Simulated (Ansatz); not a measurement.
**SiH2SF2 (SMILES F[SiH](F)S) at 6 levels**

Aim: a comparison of 6 runs (HF/3-21G, HF/def2-SVP, B3LYP/6-31G*, B3LYP/def2-SVP, BLYP/def2-SVP, PBE0/def2-SVP) of SiH2SF2. 

The calculation is run with Ansatz 0.2.0.

4 further runs of the same task are left out: 2 that didn't finish, 2 set aside as unsound or not needed.

### Step 1. The structure to begin with

SiH2SF2 has 6 atoms, charge 0, and is taken as a singlet. As SMILES, `F[SiH](F)S`. The coordinates come from a PBE0-D4/def2-TZVP relaxation. This is one conformer, not always the lowest.

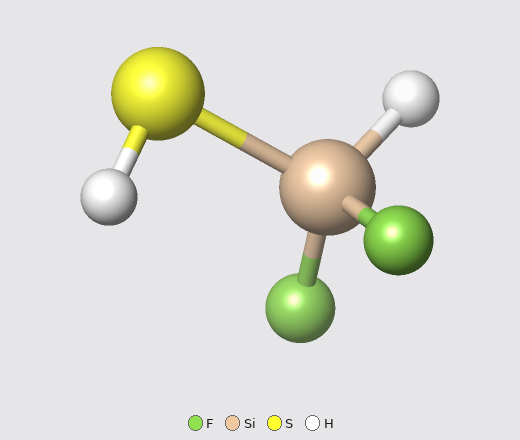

The structure, seen from a chosen angle (fluorine green, silicon light orange, sulfur yellow, hydrogen white).

### Step 2. Energy and gradient at HF/3-21G (run 1)

Contents of run.yaml:

```yaml
crystal:
  periodic: [false, false, false]
  atoms:
    - {symbol: F, position_ang: [-0.390100, -1.503700, 0.703600]}
    - {symbol: Si, position_ang: [0.413300, -0.308900, 0.041100]}
    - {symbol: F, position_ang: [0.491500, -0.663200, -1.501700]}
    - {symbol: S, position_ang: [-0.555100, 1.532600, 0.355800]}
    - {symbol: H, position_ang: [1.769100, -0.249400, 0.605800]}
    - {symbol: H, position_ang: [-1.686500, 1.128700, -0.250700]}
basis:
  gaussian:
    orbitals: 3-21G.json
hamiltonian:
  xc: hf
accuracy: high
output:
  forces: true
  orbitals: {seedname: orbitals}
```

The basis set 3-21G is read from a file made from the Basis Set Exchange's data (not shown).

The run is started by

```console
$ ansatz run run.yaml --threads 1 --pin off --max-ram 2610MiB --events-out events.jsonl --progress --plain --runs-dir runs
```

Log:

```text
Warning: RAYON_NUM_THREADS=1 ignored (pool sized by the plan → 1); use --threads N
Functional definition: HF
  name "HF"
  exchange = exact_x
  correlation = 0
1029 factors; integrals over basis functions are off by at most 6.4e-9 eV
mean field evaluation 1: about -23999.5453 eV, gradient 3.3e1 eV
mean field evaluation 2: about -23999.7791 eV, gradient 3.3e1 eV
mean field evaluation 4: about -24002.0158 eV, gradient 1.5e0 eV
mean field evaluation 8: about -24002.0418 eV, gradient 1.3e-1 eV
mean field evaluation 16: about -24002.0419 eV, gradient 1.6e-8 eV
mean field -24002.04193126 eV, -882.0587718056 hartree, gradient 1.6e-8 eV, S^2 0.000000; 0 other end points of the search recorded, 0 dependent functions left out
the calculation of the forces begins
reference -24002.04193126 eV, -882.0587718056 hartree; 25, 25 occupied and 23, 23 virtual orbitals, 1029 factors
Total energy: -24002.04193126 eV, -882.0587718056 hartree
Atom 0 at    -0.390100    -1.503700     0.703600 Å, force    -0.840642    -1.109570     0.466350 eV/Å
Atom 1 at     0.413300    -0.308900     0.041100 Å, force     2.290430     0.135692     0.967955 eV/Å
Atom 2 at     0.491500    -0.663200    -1.501700 Å, force    -0.089952    -0.393950    -1.411833 eV/Å
Atom 3 at    -0.555100     1.532600     0.355800 Å, force    -0.620866     0.793512     0.054112 eV/Å
Atom 4 at     1.769100    -0.249400     0.605800 Å, force    -0.274869     0.093518    -0.074275 eV/Å
Atom 5 at    -1.686500     1.128700    -0.250700 Å, force    -0.464102     0.480798    -0.002308 eV/Å
Dipole moment:     0.070243     0.008720     0.031337 e Å
```

It took 1 s on 1 thread of Arm Neoverse V1, shared host; peak memory 0.11 GiB.

### Step 3. Energy and gradient at HF/def2-SVP (run 2)

run.yaml: that of step 2 with these lines changed.

```diff
@@ -11,8 +11,6 @@
   gaussian:
-    orbitals: 3-21G.json
+    orbitals: def2-SVP
+output: {forces: true, orbitals: {seedname: orbitals}}
+accuracy: high
 hamiltonian:
   xc: hf
-accuracy: high
-output:
-  forces: true
-  orbitals: {seedname: orbitals}
```

The run is started by

```console
$ ansatz run run.yaml --threads 1 --pin off --max-ram 2610MiB --events-out events.jsonl --progress --plain --runs-dir runs
```

Log:

```text
Warning: RAYON_NUM_THREADS=1 ignored (pool sized by the plan → 1); use --threads N
[... 4 set-up lines as earlier in the session ...]
1481 factors; integrals over basis functions are off by at most 3.6e-9 eV
mean field evaluation 1: about -24114.5243 eV, gradient 3.4e1 eV
mean field evaluation 2: about -24114.5983 eV, gradient 3.4e1 eV
mean field evaluation 4: about -24116.8968 eV, gradient 2.2e0 eV
mean field evaluation 8: about -24116.9241 eV, gradient 1.4e-1 eV
mean field evaluation 16: about -24116.9242 eV, gradient 8.6e-9 eV
mean field -24116.92421174 eV, -886.2806177431 hartree, gradient 8.6e-9 eV, S^2 0.000000; 0 other end points of the search recorded, 0 dependent functions left out
the calculation of the forces begins
reference -24116.92421174 eV, -886.2806177431 hartree; 25, 25 occupied and 49, 49 virtual orbitals, 1481 factors
Total energy: -24116.92421174 eV, -886.2806177431 hartree
Atom 0 at    -0.390100    -1.503700     0.703600 Å, force    -0.260687    -0.312443     0.145313 eV/Å
Atom 1 at     0.413300    -0.308900     0.041100 Å, force     0.731346     0.312425     0.411862 eV/Å
Atom 2 at     0.491500    -0.663200    -1.501700 Å, force    -0.034838    -0.097183    -0.419917 eV/Å
Atom 3 at    -0.555100     1.532600     0.355800 Å, force    -0.340750    -0.064787    -0.161035 eV/Å
Atom 4 at     1.769100    -0.249400     0.605800 Å, force    -0.213068    -0.032624    -0.097633 eV/Å
Atom 5 at    -1.686500     1.128700    -0.250700 Å, force     0.117998     0.194612     0.121410 eV/Å
Dipole moment:     0.004130     0.146137     0.057291 e Å
```

Wall time 2.6 s (1 thread of Arm Neoverse V1, shared host); peak memory 0.17 GiB.

Runs 3 to 5 aren't shown in full; the table further down has their settings and results.

### Step 4. Energy and forces at PBE0/def2-SVP (run 6)

Contents of molecule.yaml:

```yaml
crystal:
  periodic: [false, false, false]
  atoms:
    - {symbol: F, position_ang: [-0.390100, -1.503700, 0.703600]}
    - {symbol: Si, position_ang: [0.413300, -0.308900, 0.041100]}
    - {symbol: F, position_ang: [0.491500, -0.663200, -1.501700]}
    - {symbol: S, position_ang: [-0.555100, 1.532600, 0.355800]}
    - {symbol: H, position_ang: [1.769100, -0.249400, 0.605800]}
    - {symbol: H, position_ang: [-1.686500, 1.128700, -0.250700]}
basis:
  gaussian: {orbitals: def2-SVP}
hamiltonian: {xc: pbe0}
accuracy: high
output: {forces: true, orbitals: {seedname: orbitals}}
```

The run is started by

```console
$ ansatz run molecule.yaml --threads 1 --pin off --max-ram 2610MiB --events-out events.jsonl --progress --plain --runs-dir runs
```

Log:

```text
Warning: RAYON_NUM_THREADS=1 ignored (pool sized by the plan → 1); use --threads N
Functional definition: PBE0
  name "PBE0"
  parameter a = 0.25
  parameter kappa = 0.804
  parameter beta = 0.06672455060314922
  exchange = (1 - a)*pbe_x(kappa = kappa, mu = beta*pi^2/3) + a*exact_x
  correlation = pbe_c(beta = beta)
1481 factors; integrals over basis functions are off by at most 3.6e-9 eV
mean field evaluation 1: about -24158.3889 eV, gradient 3.8e1 eV
mean field evaluation 2: about -24156.2354 eV, gradient 5.5e1 eV
mean field evaluation 4: about -24160.6325 eV, gradient 7.8e-1 eV
mean field evaluation 8: about -24160.7977 eV, gradient 9.4e-2 eV
mean field evaluation 16: about -24160.7977 eV, gradient 8.8e-6 eV
mean field -24160.79773335 eV, -887.8929399236 hartree, gradient 4.7e-8 eV, S^2 0.000000; 0 other end points of the search recorded, 0 dependent functions left out
the calculation of the forces begins
reference -24160.79773540 eV, -887.8929399992 hartree; 25, 25 occupied and 49, 49 virtual orbitals, 1481 factors
Total energy: -24160.79773540 eV, -887.8929399992 hartree
Atom 0 at    -0.390100    -1.503700     0.703600 Å, force    -0.559258    -0.777478     0.436682 eV/Å
Atom 1 at     0.413300    -0.308900     0.041100 Å, force     0.526270     0.819468     0.523099 eV/Å
Atom 2 at     0.491500    -0.663200    -1.501700 Å, force     0.026793    -0.218815    -1.029602 eV/Å
Atom 3 at    -0.555100     1.532600     0.355800 Å, force     0.069180     0.177834     0.095416 eV/Å
Atom 4 at     1.769100    -0.249400     0.605800 Å, force     0.106870     0.032081     0.054938 eV/Å
Atom 5 at    -1.686500     1.128700    -0.250700 Å, force    -0.169855    -0.033090    -0.080532 eV/Å
Dipole moment:    -0.028788     0.115187     0.032338 e Å
```

It took 7.8 s on 1 thread of Arm Neoverse V1, shared host; peak memory 0.22 GiB.

### Step 5. The series

```tsv
run	level	energy (Eh)	dipole moment (D)	HOMO energy (eV)	LUMO energy (eV)	wall time
1	HF/3-21G	-882.058772	0.37	-11.60	4.04	1 s
2	HF/def2-SVP	-886.280618	0.75	-11.19	3.96	2.6 s
3	B3LYP/6-31G* (spherical functions)	-888.708451	0.30	-7.86	0.08	8.7 s
4	B3LYP/def2-SVP	-888.377980	0.64	-7.82	0.23	8.1 s
5	BLYP/def2-SVP	-888.312921	0.59	-6.56	-0.36	6.3 s
6	PBE0/def2-SVP	-887.892940	0.59	-8.17	0.45	7.8 s
```

### Step 6. Summary of results

```
                       quantity          value
            run 6: total energy  -887.89294 Eh
           run 6: dipole moment         0.59 D
             run 6: HOMO energy       -8.17 eV
             run 6: LUMO energy        0.45 eV
           run 6: HOMO–LUMO gap        8.63 eV
run 6: largest force on an atom     1.105 eV/Å
```

**Reading.** The dipole moment (its size) runs from 0.30 D (B3LYP/6-31G*) to 0.75 D (HF/def2-SVP). The two ends differ in method and basis. The HOMO–LUMO gap runs from 6.19 eV (BLYP/def2-SVP) to 15.63 eV (HF/3-21G). Totals of different functionals can't be ranked against each other. All runs together took 35 s, the longest 8.7 s.
